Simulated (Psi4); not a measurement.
**M06-2X/cc-pVDZ (sweep point 5) run of BH (SMILES [BH])**

Aim: the vertical ionisation energy of BH at M06-2X/cc-pVDZ (sweep point 5), from 2 runs. Input form: a Python script.

The calculation is run with Psi4 1.11.

4 further runs of the same task are left out: 4 set aside as unsound or not needed.

## (1) The system as given

BH: 2 atoms, total charge 0, spin state singlet. SMILES: `[BH]`. The bond length is the measured one.

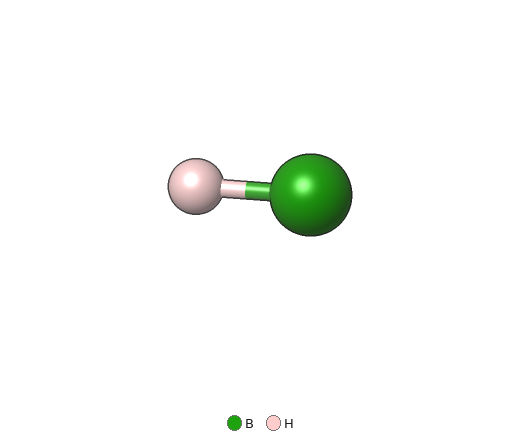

Viewed from a chosen angle; boron green, hydrogen pink.

## (2) A single-point energy at M06-2X/cc-pVDZ (sweep point 5)

Input file bh.py:

```python
import psi4

psi4.set_memory(1600000000)
psi4.set_num_threads(1)
psi4.set_output_file('psi4.out', False)

m = psi4.geometry("""
B      0.000000     0.000000     0.000000
H      0.000000     0.000000     1.232400
symmetry c1
""")

options = {'basis': 'cc-pVDZ', 'puream': True, 'scf_type': 'pk', 'dft_radial_points': 75, 'dft_spherical_points': 302}
psi4.set_options(options)

energy_value, wavefunction = psi4.energy('m06-2x', molecule=m, return_wfn=True)
print(f'total energy {energy_value:.8f} hartree = {energy_value * 27.211386:.5f} eV')
```

Launch:

```console
python bh.py
```

psi4.out:

```text
[...]
  Running in c1 symmetry.
[...]
  Nuclear repulsion =    2.146937725860111
[...]
  Multiplicity = 1
[...]
  Nalpha       = 3
  Nbeta        = 3
[...]
    Number of basis functions: 19
[...]
   @RKS iter   1:   -25.27291082751601   -4.84389e-01   3.61314e-03 DIIS/ADIIS
[...]
   @RKS iter   5:   -25.27695267993342   -6.01849e-08   9.27759e-07 DIIS
[...]
    Orbital Energies [Eh]
    ---------------------
    Doubly Occupied:
       1A     -7.136674     2A     -0.548400     3A     -0.279708
    Virtual:
       4A     -0.039157     5A     -0.039157     6A      0.176398
       7A      0.299024     8A      0.352670     9A      0.352670
      10A      0.413946    11A      0.658697    12A      0.717562
      13A      0.717562    14A      0.736372    15A      0.736374
      16A      1.183526    17A      1.628911    18A      1.628911
      19A      2.159295
    Final Occupation by Irrep:
[...]
  @RKS Final Energy:   -25.27695267993342
   => Energetics <=
    Nuclear Repulsion Energy =              2.1469377258601106
    One-Electron Energy =                 -37.2400921985865736
    Two-Electron Energy =                  11.8711236202558350
    DFT Exchange-Correlation Energy =      -2.0549218274627927
    Empirical Dispersion Energy =           0.0000000000000000
    VV10 Nonlocal Energy =                  0.0000000000000000
    Total Energy =                        -25.2769526799334159
[...]
 Multipole Moments:
 ------------------------------------------------------------------------------------
     Multipole            Electronic (a.u.)      Nuclear  (a.u.)        Total (a.u.)
 ------------------------------------------------------------------------------------
 L = 1.  Multiply by 2.5417464519 to convert [e a0] to [Debye]
 Dipole X            :         -0.0000000            0.0000000           -0.0000000
 Dipole Y            :          0.0000000            0.0000000            0.0000000
 Dipole Z            :         -0.5688151            1.1570103            0.5881952
 Magnitude           :                                                    0.5881952
[...]
```

On the terminal:

```text
total energy -25.27695268 hartree = -687.82092 eV
```

It took 1.3 s on 1 thread of AMD EPYC 9R45 (Zen 5), shared host; peak memory 0.28 GiB.

## (3) The doublet cation, same level

Input file calc.py:

```python
import psi4

psi4.set_memory(1600000000)
psi4.set_num_threads(1)
psi4.set_output_file('psi4.out', False)

mol = psi4.geometry("""
1 2
B      0.000000     0.000000     0.000000
H      0.000000     0.000000     1.232400
symmetry c1
""")

psi4.set_options({
    'basis': 'cc-pVDZ',
    'reference': 'uks',
    'puream': True,
    'scf_type': 'pk',
    'dft_radial_points': 75,
    'dft_spherical_points': 302,
    'maxiter': 150,
})

e, wfn = psi4.energy('m06-2x', return_wfn=True)
print(f'm06-2x energy: {e:.10f} Eh')
for k, v in sorted(psi4.core.scalar_variables().items()):
    print(f'{k:45s} {v:18.10f}')
```

Launch:

```console
python calc.py
```

psi4.out:

```text
[...]
  Running in c1 symmetry.
[...]
  Nuclear repulsion =    2.146937725860111
[...]
  Multiplicity = 2
[...]
  Nalpha       = 3
  Nbeta        = 2
[...]
    Number of basis functions: 19
[...]
   @UKS iter   1:   -24.90108517574933   -1.12564e-01   7.86381e-03 ADIIS/DIIS
[...]
   @UKS iter   8:   -24.92648444893072   -4.30354e-09   1.61632e-07 DIIS
[...]
   @S^2 Observed:                7.517556660E-01
[...]
    Orbital Energies [Eh]
    ---------------------
    Alpha Occupied:
       1A     -7.582101     2A     -0.909159     3A     -0.700191
    Alpha Virtual:
       4A     -0.375880     5A     -0.375880     6A     -0.088001
       7A      0.034157     8A      0.063383     9A      0.063383
      10A      0.107921    11A      0.375837    12A      0.383778
      13A      0.383778    14A      0.405554    15A      0.405555
      16A      0.871160    17A      1.333914    18A      1.333914
      19A      1.910707
    Beta Occupied:
[...]
  @UKS Final Energy:   -24.92648444893072
   => Energetics <=
    Nuclear Repulsion Energy =              2.1469377258601106
    One-Electron Energy =                 -34.9458541728921830
    Two-Electron Energy =                   9.7806421902124185
    DFT Exchange-Correlation Energy =      -1.9082101921110743
    Empirical Dispersion Energy =           0.0000000000000000
    VV10 Nonlocal Energy =                  0.0000000000000000
    Total Energy =                        -24.9264844489307258
[...]
 Multipole Moments:
 ------------------------------------------------------------------------------------
     Multipole            Electronic (a.u.)      Nuclear  (a.u.)        Total (a.u.)
 ------------------------------------------------------------------------------------
 L = 1.  Multiply by 2.5417464519 to convert [e a0] to [Debye]
 Dipole X            :         -0.0000000            0.0000000           -0.0000000
 Dipole Y            :          0.0000000            0.0000000            0.0000000
 Dipole Z            :         -0.9845468            1.1570103            0.1724635
 Magnitude           :                                                    0.1724635
[...]
```

Standard output:

```text
m06-2x energy: -24.9264844489 Eh
CURRENT ENERGY                                    -24.9264844489
CURRENT REFERENCE ENERGY                          -24.9264844489
DD SOLVATION ENERGY                                 0.0000000000
DFT FUNCTIONAL TOTAL ENERGY                       -24.9264844489
DFT TOTAL ENERGY                                  -24.9264844489
DFT VV10 ENERGY                                     0.0000000000
DFT XC ENERGY                                      -1.9082101921
GRID ELECTRONS ALPHA                                2.9999999936
GRID ELECTRONS BETA                                 1.9999999975
GRID ELECTRONS TOTAL                                4.9999999911
NUCLEAR REPULSION ENERGY                            2.1469377259
ONE-ELECTRON ENERGY                               -34.9458541729
PCM POLARIZATION ENERGY                             0.0000000000
PE ENERGY                                           0.0000000000
SCF ITERATION ENERGY                              -24.9264844489
SCF ITERATIONS                                      8.0000000000
SCF TOTAL ENERGY                                  -24.9264844489
TWO-ELECTRON ENERGY                                 9.7806421902
XC GRID RADIAL POINTS                              75.0000000000
XC GRID SPHERICAL POINTS                          302.0000000000
XC GRID TOTAL POINTS                            43507.0000000000
```

Run time: 1.7 s. Hardware: 1 thread of AMD EPYC 9R45 (Zen 5), shared host; peak memory 0.28 GiB.

## (4) Outcome

Level: M06-2X/cc-pVDZ (sweep point 5).

| quantity | value |
| --- | --- |
| singlet BH: total energy | -25.27695 Eh |
| singlet BH: dipole moment | 1.50 D |
| singlet BH: HOMO energy | -7.61 eV |
| singlet BH: LUMO energy | -1.07 eV |
| singlet BH: HOMO–LUMO gap | 6.55 eV |
| doublet cation: total energy | -24.92648 Eh |
| doublet cation: HOMO energy (highest over α and β) | -19.05 eV |
| doublet cation: LUMO energy (lowest over α and β) | -12.92 eV |
| doublet cation: ⟨S²⟩ | 0.752 |
| vertical ionisation energy (to the doublet cation) | 9.537 eV |

In words: Removing an electron at fixed nuclei costs 9.54 eV (920 kJ/mol). −ε(HOMO) before ionisation, 7.61 eV, is 1.93 eV below this ionisation energy.
